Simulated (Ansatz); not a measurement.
# How fast states decay through Lu2Te2Se, part 2 of 3

Aim: relax a made-up compound, Lu2Te2Se, and see how good a tunnel barrier it would be. It is built by putting Te for O in the Lu2SeO2 structure of space group P-3m1, with the volume rescaled by atomic radii. The parent structure comes from the Materials Project.

Ansatz 0.2.0; r2SCAN DFT, plane waves, PAW files (the session's first sound run).

So far. Step 2 (Cell and atoms at rest): The largest force component on a free atom ends at 0.0060 eV/Å.

The structure was built from a prototype and need not be the compound's stable phase.

## (3) The bulk crystal and its band edges

The energy window and the wavevectors of the next steps follow from the band edges, so these are searched first, off the mesh as well.

input.yaml

```yaml
crystal:
  lattice:
    - [4.1810633009, 0.0, 0.0]
    - [-2.0905316504, 3.6209070334, 0.0]
    - [0.0, 0.0, 10.5893437014]
  atoms:
    - { symbol: Lu, position: [0.3333333333, 0.6666666667, 0.1687382279] }
    - { symbol: Lu, position: [0.6666666667, 0.3333333333, 0.8312617721] }
    - { symbol: Se, position: [0.0, 0.0, 0.0] }
    - { symbol: Te, position: [0.3333333333, 0.6666666667, 0.6786162716] }
    - { symbol: Te, position: [0.6666666667, 0.3333333333, 0.3213837284] }
kpoints:
  mp_grid: { grid: [6, 6, 4] }
  band_path: { path: [VBM, CBM], npoints: 30 }
scf:
  occupations: { method: fixed }
hamiltonian:
  xc: r2scan
output:
  eigenvalues: true
  write_potential: true
  write_density: true
  volumetric_format: npy
```

Launch:

```bash
> ansatz run input.yaml --threads 2 --pin off --max-ram 4096MiB --backend cpu --events-out ev --progress --plain --runs-dir out
```

Numbers of over 12 decimals in the logs are rounded to 6 here.

Output:

```text
[...]
Crystal: 5 atoms, lattice volume = 160.315 Å³
Basis set: ecut = 500 eV, 4113 PW (Γ), exchange–correlation on 128×128×320 points (64 copies of the dense FFT grid, shifted against one another)
Bands: 59, of which v1, the nominal top of the filled ones, is band 49 counted from 1 (48 counted from 0)
Symmetry: 12 space group operations
[...]
k-points: 24 of 144
[...]
SCF iter   1: F=—  HF=-48963.394235 eV  |F-HF|=—  |Δ(HF+E_count)|=         —  Δρ=6.22e-3  dr2=1.81e-1  dr2_τ=2.99e-2  ethr=1.77e-3  ⟨swp⟩=5.0  Hψ=4656  notcnv=0  defer=90
[...]
SCF iter  10: F=-48963.364046 eV  HF=-48963.364046 eV  |F-HF|=9.31e-10  |Δ(HF+E_count)|=   1.27e-8  Δρ=1.63e-6  dr2=5.74e-9  dr2_τ=6.34e-10  ethr=1.02e-10  ⟨swp⟩=11.1  Hψ=6182  notcnv=0
SCF 1 converged in 10 iterations: F = -48963.364046 eV  dr2 = 5.74e-9
[...]
NSCF: frozen V_eff on 34 k-points
[...]
SCF converged after 10 iterations
Free energy (F): -48963.364046 eV
[...]
Internal energy: -48963.364046 eV  (E = F + TS)
E sigma→0 (E₀):  -48963.364046 eV
Fermi energy:    8.814016 eV
[...]
--- Band table (eV; the first three rows and the last of 24) ---
  k-point 0: bands = [... 45 lower, 8.1303, 8.4982, 8.8140, 8.8140, 10.7163, 11.1733, 11.1733, 12.1807, ... 6 higher]
  k-point 1: bands = [... 45 lower, 8.1526, 8.1526, 8.7849, 8.7849, 10.7124, 11.1780, 11.1780, 12.1715, ... 6 higher]
  k-point 2: bands = [... 45 lower, 8.1770, 8.1770, 8.7539, 8.7539, 10.7081, 11.1824, 11.1824, 12.1635, ... 6 higher]
  k-point 23: bands = [... 45 lower, 6.7112, 6.7112, 7.6336, 7.6336, 11.8501, 11.8501, 11.9460, 12.7931, ... 6 higher]
```

The job ended after 48 s (2 threads of Arm Neoverse V2, shared host; peak memory 0.85 GiB; 95 s of CPU time).

Numbers from this step:

```yaml
fermi_energy: 8.814 eV
gap_on_the_k_mesh: 1.140 eV
gap_on_path: 1.140 eV, by band count; negative where bands overlap
direct_gap_on_path: 1.902 eV
edge_places_on_path: 0, 0.8676 1/A along the path
```

Electronic bands along the path, in eV, zero at the Fermi level (highest filled level under fixed occupations); v1 is the highest filled band, c1 the lowest empty one:

```tsv
point	v4	v3	v2	v1	c1	c2	c3	c4
VBM	-0.68	-0.32	0.00	0.00	1.90	2.36	2.36	3.37
CBM	-1.29	-1.15	-0.89	-0.85	1.14	2.78	3.45	3.98
```

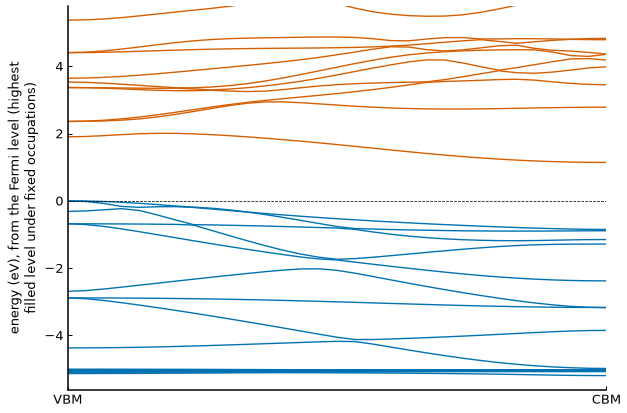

Electronic bands along the path; lines of filled and empty bands in two colours.

The searched edges give 1.14 eV, as on the mesh.

## (4) Decaying states in the gap

This step: r2SCAN DFT, plane waves, PAW files; complex bands by layer matching along the plane's normal (Ansatz 0.2.0).

The same crystal is laid in a cell whose first two vectors span the (101) plane (indices of the standard conventional cell, whose axes can be ordered otherwise than in the bulk input). At fixed energy and wavevector in the plane the solver finds all kz, real and complex. A few wavevectors are listed, (0, 0) and (-0.5, 0) in units of the plane's reciprocal vectors; the slowest state needn't be among them.

input.yaml

```yaml
crystal:
  lattice:
    - [11.384879901, 0.0, 0.0]
    - [0.767741534, 4.1099712, 0.0]
    - [1.535483069, 1.839864726, 3.426146503]
  atoms:
    - { symbol: Lu, position: [0.8312617721, 0.3333333333, 0.5020715612] }
    - { symbol: Lu, position: [0.1687382279, 0.6666666667, 0.4979284388] }
    - { symbol: Se, position: [0.0, 0.0, 0.0] }
    - { symbol: Te, position: [0.3213837284, 0.3333333333, 0.0119496049] }
    - { symbol: Te, position: [0.6786162716, 0.6666666667, 0.9880503951] }
kpoints:
  mp_grid: { grid: [8, 8, 8] }
scf:
  occupations: { method: fixed }
hamiltonian:
  xc: r2scan
output:
  eigenvalues: true
  transmission:
    leads: [[0, 0]]
    kpoints: [[0.0, 0.0], [-0.5, 0.0]]
    e_range: [-1.0, 2.14]
    de: 0.06
```

Output:

```text
[...]
Crystal: 5 atoms, lattice volume = 160.315 Å³
Basis set: ecut = 500 eV, 4113 PW (Γ), exchange–correlation on 360×128×128 points (64 copies of the dense FFT grid, shifted against one another)
Bands: 59, of which v1, the nominal top of the filled ones, is band 49 counted from 1 (48 counted from 0)
Symmetry: 12 space group operations
[...]
k-points: 65 of 512
[...]
SCF iter   1: F=—  HF=-48963.399416 eV  |F-HF|=—  |Δ(HF+E_count)|=         —  Δρ=6.19e-3  dr2=1.79e-1  dr2_τ=2.99e-2  ethr=1.77e-3  ⟨swp⟩=5.0  Hψ=12578  notcnv=0  defer=222
[...]
SCF iter  10: F=-48963.369171 eV  HF=-48963.369171 eV  |F-HF|=4.95e-10  |Δ(HF+E_count)|=   8.13e-9  Δρ=1.79e-6  dr2=6.64e-9  dr2_τ=7.21e-10  ethr=1.02e-10  ⟨swp⟩=11.8  Hψ=17024  notcnv=0
SCF 1 converged in 10 iterations: F = -48963.369171 eV  dr2 = 6.64e-9
[...]
transmission: 6 of 12 steps passed
transmission: 12 of 12 steps passed
SCF converged after 10 iterations
Free energy (F): -48963.369171 eV
[...]
Internal energy: -48963.369171 eV  (E = F + TS)
E sigma→0 (E₀):  -48963.369171 eV
Fermi energy:    8.812825 eV
[...]
--- Band table (eV; the first three rows and the last of 65) ---
  k-point 0: bands = [... 45 lower, 8.1293, 8.4972, 8.8128, 8.8128, 10.7175, 11.1740, 11.1740, 12.1811, ... 6 higher]
  k-point 1: bands = [... 45 lower, 7.9868, 8.1044, 8.5891, 8.5952, 10.7914, 11.4847, 11.5528, 12.0839, ... 6 higher]
  k-point 2: bands = [... 45 lower, 7.4558, 8.0451, 8.0564, 8.2226, 10.3794, 11.6617, 11.9911, 12.2174, ... 6 higher]
  k-point 64: bands = [... 45 lower, 8.1760, 8.1760, 8.7527, 8.7527, 10.7093, 11.1831, 11.1831, 12.1638, ... 6 higher]
--- Transmission ---
  basis      : 487 plane waves across, 6 finite elements along
  points     : 2, as listed
  energies   : 53 from -1.000000 to 2.120000 eV about the Fermi level, 0.060000 eV apart; the leads are filled to 0.570960 eV, and channels, transmission and decay are at 0.560000 eV
  crystal 0  : Te2Se1Lu2, at the sites [0, 0], period 3.4261 Å: whole cells are its period
    offset         : up to 0.0000 Å between an atom of the period and one for which it stands
    channels       : 0.000000e0 a spin
    conductance    : none, the energies end too early or step too widely for 300 K: set another output.transmission.e_range or a lower de, or, where they end at an eighth of basis.ecutwfc, a higher one
    slowest decay  : 0.1352 /Å at (0.0000, 0.0000)
```

Wall time 4.1 min (2 threads); peak memory 2 GiB.

Numbers from this step:

```yaml
free_energy: -48963.3692 eV
fermi_energy: 8.813 eV
gap_on_the_k_mesh: 1.142 eV
level_to_which_the_leads_are_filled: 0.5710 eV from the Fermi level
decay_constant_at_the_filling_level_zone_centre: 0.1352 Å⁻¹
decay_constant_at_the_filling_level_slowest_listed_point: 0.1352 Å⁻¹
```

K parallel (0, 0); values up to 1.5 1/Å, a degenerate pair printed once or twice; energies at which all values exceed this have no row. Table of Im kz of the slowest decaying states by energy, zero at the highest filled level on the SCF mesh:

```tsv
energy (eV)	decay 1 (Å⁻¹)	decay 2 (Å⁻¹)	decay 3 (Å⁻¹)	decay 4 (Å⁻¹)
-1.000	0.0946	0.240	0.434	0.437
-0.520	0.0662	0.243	0.450	0.462
0.020	0.0299	0.0606	0.144	0.271
0.500	0.130	0.230	0.242	0.256
0.980	0.154	0.189	0.266	0.271
1.520	0.137	0.215	0.249	0.280
2.000	0.182	0.245	0.275	0.334
```

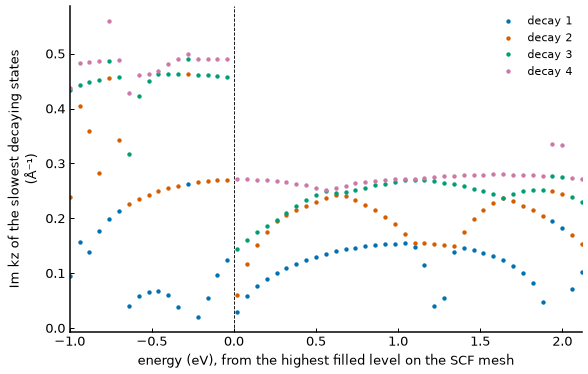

Im kz of the slowest decaying states against energy.

K parallel (0, 0). Table of Re kz of states that move upwards by energy, zero at the highest filled level on the SCF mesh:

```tsv
energy (eV)	channel 1 (Å⁻¹)	channel 2 (Å⁻¹)	channel 3 (Å⁻¹)	channel 4 (Å⁻¹)	channel 5 (Å⁻¹)	channel 6 (Å⁻¹)
-1.0000	-0.538	-0.263	-0.148	0.648	-	-
-0.7600	-0.593	-0.483	-0.456	-0.216	-0.0610	0.782
-0.5200	-0.412	-0.375	-0.169	-	-	-
-0.2200	-0.231	-0.227	-	-	-	-
0.0200	-	-	-	-	-	-
0.2600	-	-	-	-	-	-
0.5000	-	-	-	-	-	-
0.7400	-	-	-	-	-	-
0.9800	-	-	-	-	-	-
1.2200	-	-	-	-	-	-
1.5200	-0.480	-	-	-	-	-
1.7600	-0.368	-	-	-	-	-
2.0000	-0.202	0.127	-	-	-	-
```

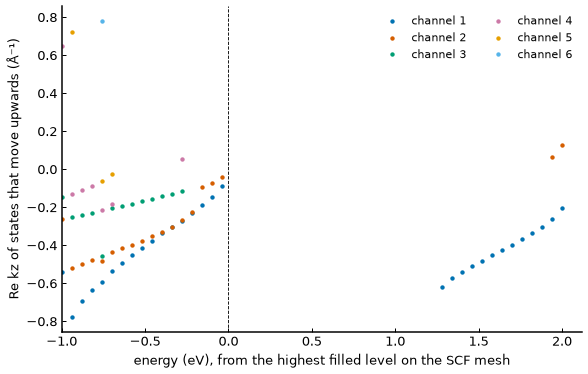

Re kz of states that move upwards against energy.

K parallel (-0.5, 0); values up to 1.5 1/Å, a degenerate pair printed once or twice; energies at which all values exceed this have no row. Im kz of the slowest decaying states against energy, zero at the highest filled level on the SCF mesh:

```tsv
energy (eV)	decay 1 (Å⁻¹)	decay 2 (Å⁻¹)	decay 3 (Å⁻¹)	decay 4 (Å⁻¹)
-1.0000	0.0988	0.156	0.204	0.363
-0.7600	0.0843	0.201	0.465	0.466
-0.5200	0.228	0.327	0.514	0.562
-0.2200	0.138	0.247	0.478	0.534
0.0200	0.0624	0.114	0.191	0.254
0.2600	0.117	0.203	0.224	0.253
0.5000	0.144	0.243	0.243	0.247
0.7400	0.158	0.217	0.262	0.263
0.9800	0.157	0.164	0.268	0.276
1.2200	0.160	0.265	0.287	0.417
1.5200	0.139	0.248	0.325	0.374
1.7600	0.0968	0.223	0.316	0.335
2.0000	0.0154	0.183	0.298	0.315
```

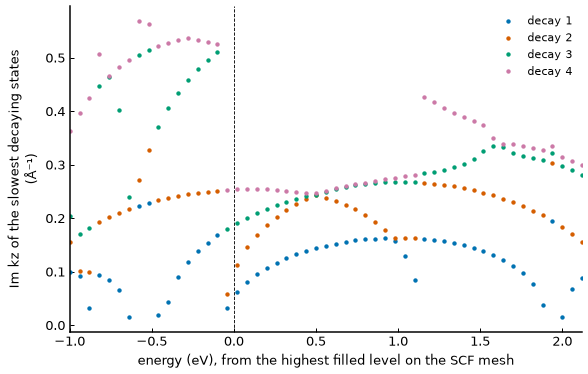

Im kz of the slowest decaying states, plotted against energy.

K parallel (-0.5, 0). Re kz of states that move upwards against energy, zero at the highest filled level on the SCF mesh:

```tsv
energy (eV)	channel 1 (Å⁻¹)	channel 2 (Å⁻¹)	channel 3 (Å⁻¹)	channel 4 (Å⁻¹)
-1.0000	-0.459	-0.172	-	-
-0.7600	-0.655	-0.340	-0.321	-0.122
-0.5200	-0.325	-0.238	-0.0662	0.215
-0.2200	-0.0866	0.00233	-	-
0.0200	-	-	-	-
0.2600	-	-	-	-
0.5000	-	-	-	-
0.7400	-	-	-	-
0.9800	-	-	-	-
1.2200	-0.696	-	-	-
1.5200	-0.481	-	-	-
1.7600	-0.273	-	-	-
2.0000	-	-	-	-
```

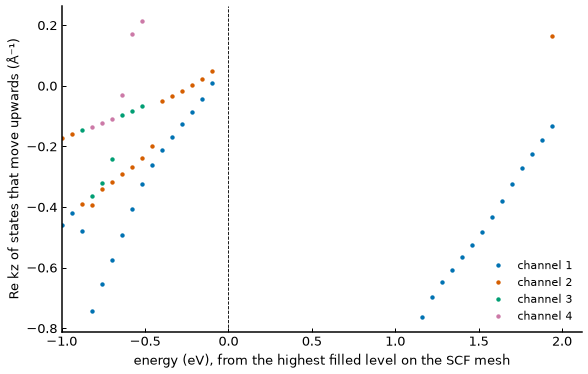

Re kz of states that move upwards, plotted against energy.

At the listed wavevectors the last open channel is at -0.04 eV and the next at +1.16 eV on the grid. At +0.56 eV, the grid energy nearest the filling level (the middle of the gap on the SCF mesh), the slowest state at the listed wavevectors decays with κ = 0.135 Å⁻¹, its amplitude falling by e over 7.4 Å. Through 1 nm of this crystal that state's transmission falls by exp(−2 × 0.135 Å⁻¹ × 10 Å) = 0.067.

## (5) Decay over the two-dimensional zone

The listed points could miss the slowest state, so one energy near mid-gap is solved on a mesh of 4×8.

input.yaml, as its differences from that of step 4:

```diff
@@ -19,6 +19,2 @@
   eigenvalues: true
-  transmission:
-    leads: [[0, 0]]
-    kpoints: [[0.0, 0.0], [-0.5, 0.0]]
-    e_range: [-1.0, 2.14]
-    de: 0.06
+  transmission: { leads: [[0, 0]], kmesh: [4, 8], e_range: [0.57, 0.58], de: 0.05 }
```

Output:

```text
[...]
Crystal: 5 atoms, lattice volume = 160.315 Å³
Basis set: ecut = 500 eV, 4113 PW (Γ), exchange–correlation on 360×128×128 points (64 copies of the dense FFT grid, shifted against one another)
Bands: 59, of which v1, the nominal top of the filled ones, is band 49 counted from 1 (48 counted from 0)
Symmetry: 12 space group operations
[...]
k-points: 65 of 512
[...]
SCF iter   1: F=—  HF=-48963.399416 eV  |F-HF|=—  |Δ(HF+E_count)|=         —  Δρ=6.19e-3  dr2=1.79e-1  dr2_τ=2.99e-2  ethr=1.77e-3  ⟨swp⟩=5.0  Hψ=12578  notcnv=0  defer=222
[...]
SCF iter  10: F=-48963.369171 eV  HF=-48963.369171 eV  |F-HF|=4.95e-10  |Δ(HF+E_count)|=   8.13e-9  Δρ=1.79e-6  dr2=6.64e-9  dr2_τ=7.21e-10  ethr=1.02e-10  ⟨swp⟩=11.8  Hψ=17024  notcnv=0
SCF 1 converged in 10 iterations: F = -48963.369171 eV  dr2 = 6.64e-9
[...]
transmission: 18 of 108 steps passed
transmission: 36 of 108 steps passed
[...]
transmission: 108 of 108 steps passed
SCF converged after 10 iterations
Free energy (F): -48963.369171 eV
[...]
Internal energy: -48963.369171 eV  (E = F + TS)
E sigma→0 (E₀):  -48963.369171 eV
Fermi energy:    8.812825 eV
[...]
--- Band table (eV; the first three rows and the last of 65) ---
  k-point 0: bands = [... 45 lower, 8.1293, 8.4972, 8.8128, 8.8128, 10.7175, 11.1740, 11.1740, 12.1811, ... 6 higher]
  k-point 1: bands = [... 45 lower, 7.9868, 8.1044, 8.5891, 8.5952, 10.7914, 11.4847, 11.5528, 12.0839, ... 6 higher]
  k-point 2: bands = [... 45 lower, 7.4558, 8.0451, 8.0564, 8.2226, 10.3794, 11.6617, 11.9911, 12.2174, ... 6 higher]
  k-point 64: bands = [... 45 lower, 8.1760, 8.1760, 8.7527, 8.7527, 10.7093, 11.1831, 11.1831, 12.1638, ... 6 higher]
--- Transmission ---
  basis      : 487 plane waves across, 6 finite elements along
  points     : 18, standing for a mesh of 4 x 8
  energies   : 1 from 0.570000 to 0.570000 eV about the Fermi level; the leads are filled to 0.570960 eV, and channels, transmission and decay are at 0.570000 eV
  crystal 0  : Te2Se1Lu2, at the sites [0, 0], period 3.4261 Å: whole cells are its period
[...]
channels       : 0.000000e0 a spin
    conductance    : none, crystal 0 has no channel at the energies, or these end too early or step too widely for 300 K: set another output.transmission.e_range or a lower de, or, where they end at an eighth of basis.ecutwfc, a higher one
    slowest decay  : 0.1360 /Å at (0.0000, 0.0000)
```

The job ended after 3.2 min (2 threads; peak memory 2.2 GiB).

Numbers from this step:

```yaml
least_decay_constant_on_the_mesh: 0.136 Å⁻¹
```

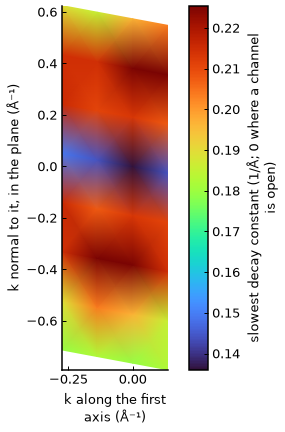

Slowest decay constant (1/Å; 0 where a channel is open) over k1 and k2. At 0.5700 eV from the Fermi level.

The least value on the mesh is 0.136 Å⁻¹ at +0.57 eV. At that energy the listed points give about 0.136 Å⁻¹ by interpolation, so the mesh holds no clearly slower state.

## (6) Band edges at another level, cutoff 1290 eV

This step: r2SCAN DFT, plane waves, JTH PAW files (Ansatz 0.2.0).

The edges again with JTH files, at the same atoms. Against that run the cutoff is 1290 eV against 500.

input.yaml

```yaml
crystal:
  lattice:
    - [4.1810633009, 0.0, 0.0]
    - [-2.0905316504, 3.6209070334, 0.0]
    - [0.0, 0.0, 10.5893437014]
  atoms:
    - { symbol: Lu, position: [0.3333333333, 0.6666666667, 0.1687382279] }
    - { symbol: Lu, position: [0.6666666667, 0.3333333333, 0.8312617721] }
    - { symbol: Se, position: [0.0, 0.0, 0.0] }
    - { symbol: Te, position: [0.3333333333, 0.6666666667, 0.6786162716] }
    - { symbol: Te, position: [0.6666666667, 0.3333333333, 0.3213837284] }
kpoints:
  mp_grid: { grid: [6, 6, 4] }
  band_path: { path: [VBM, CBM], npoints: 30 }
scf:
  occupations: { method: fixed }
hamiltonian:
  xc: r2scan
  pseudopotentials: { kind: paw, source: jth }
output:
  eigenvalues: true
```

Output:

```text
Warning: <dir> the checks of this Lu dataset prove no rule for summing its radial tables, as where they were carried onto another mesh than they were made on, and Gregory's rule is taken, under which a leading mesh point left out moves its sums only by what lay on the interval it spanned. That does not make them correct, and they differ from Quantum ESPRESSO's on this file; a re-export a fraction of a mesh step off can move them. hamiltonian.pseudopotentials.radial_quadrature: simpson_from_first_knot sums it by `pw.x`'s rule; on a PAW file no value gives `pw.x`'s numbers. What more to know: hamiltonian.pseudopotentials.radial_quadrature, in the input reference
Warning: <dir> the checks of this Se dataset prove no rule for summing its radial tables, as where they were carried onto another mesh than they were made on, and Gregory's rule is taken, under which a leading mesh point left out moves its sums only by what lay on the interval it spanned. That does not make them correct, and they differ from Quantum ESPRESSO's on this file; a re-export a fraction of a mesh step off can move them. hamiltonian.pseudopotentials.radial_quadrature: simpson_from_first_knot sums it by `pw.x`'s rule; on a PAW file no value gives `pw.x`'s numbers. What more to know: hamiltonian.pseudopotentials.radial_quadrature, in the input reference
Warning: <dir> the checks of this Te dataset prove no rule for summing its radial tables, as where they were carried onto another mesh than they were made on, and Gregory's rule is taken, under which a leading mesh point left out moves its sums only by what lay on the interval it spanned. That does not make them correct, and they differ from Quantum ESPRESSO's on this file; a re-export a fraction of a mesh step off can move them. hamiltonian.pseudopotentials.radial_quadrature: simpson_from_first_knot sums it by `pw.x`'s rule; on a PAW file no value gives `pw.x`'s numbers. What more to know: hamiltonian.pseudopotentials.radial_quadrature, in the input reference
[...]
Crystal: 5 atoms, lattice volume = 160.315 Å³
Basis set: ecut = 1290 eV, 16851 PW (Γ), exchange–correlation on 240×240×640 points (64 copies of the dense FFT grid, shifted against one another)
Bands: 41, of which v1, the nominal top of the filled ones, is band 34 counted from 1 (33 counted from 0)
Symmetry: 12 space group operations
[...]
k-points: 24 of 144
[...]
SCF iter   1: F=—  HF=-41906.203918 eV  |F-HF|=—  |Δ(HF+E_count)|=         —  Δρ=2.89e-2  dr2=2.63e0  dr2_τ=2.55e-2  ethr=3.10e-3  ⟨swp⟩=6.2  Hψ=4371  notcnv=0  defer=96
[...]
SCF iter  10: F=-41905.966900 eV  HF=-41905.966900 eV  |F-HF|=4.31e-8  |Δ(HF+E_count)|=   6.23e-7  Δρ=8.90e-6  dr2=8.32e-8  dr2_τ=2.82e-8  ethr=1.47e-10  ⟨swp⟩=16.0  Hψ=6991  notcnv=0
SCF 1 converged in 10 iterations: F = -41905.966900 eV  dr2 = 8.32e-8
[...]
SCF converged after 10 iterations
Free energy (F): -41905.966900 eV
[...]
Internal energy: -41905.966900 eV  (E = F + TS)
E sigma→0 (E₀):  -41905.966900 eV
Fermi energy:    8.346170 eV
[...]
--- Band table (eV; the first three rows and the last of 24) ---
  k-point 0: bands = [... 30 lower, 7.6318, 8.0380, 8.3462, 8.3462, 10.2147, 10.6756, 10.6756, 11.6971, ... 3 higher]
  k-point 1: bands = [... 30 lower, 7.6539, 7.6702, 8.3169, 8.3169, 10.2108, 10.6808, 10.6808, 11.6869, ... 3 higher]
  k-point 2: bands = [... 30 lower, 7.6779, 7.6779, 8.2857, 8.2857, 10.2065, 10.6857, 10.6857, 11.6780, ... 3 higher]
  k-point 23: bands = [... 30 lower, 6.1748, 6.1748, 7.1213, 7.1213, 11.3836, 11.3836, 11.4950, 12.3265, ... 3 higher]
```

Run time: 2.6 min. Hardware: 2 threads; peak memory 3 GiB.

This step gave:

* free energy: -41905.9669 eV
* Fermi energy: 8.346 eV
* gap on the k-mesh: 1.101 eV
* gap on path: 1.101 eV, by band count; negative where bands overlap
* direct gap on path: 1.869 eV

(Part 2 of 3 ends here.)

[Logs are printed without paths, hosts, clocks, repeated set-up lines and the standing remarks that a program may print on its own settings, such as how far it seeks lower states.]

[Hosts, paths, dates, database ids (printed as entryN), source tags and the programs' standing remarks are cut or masked in the printed files.]
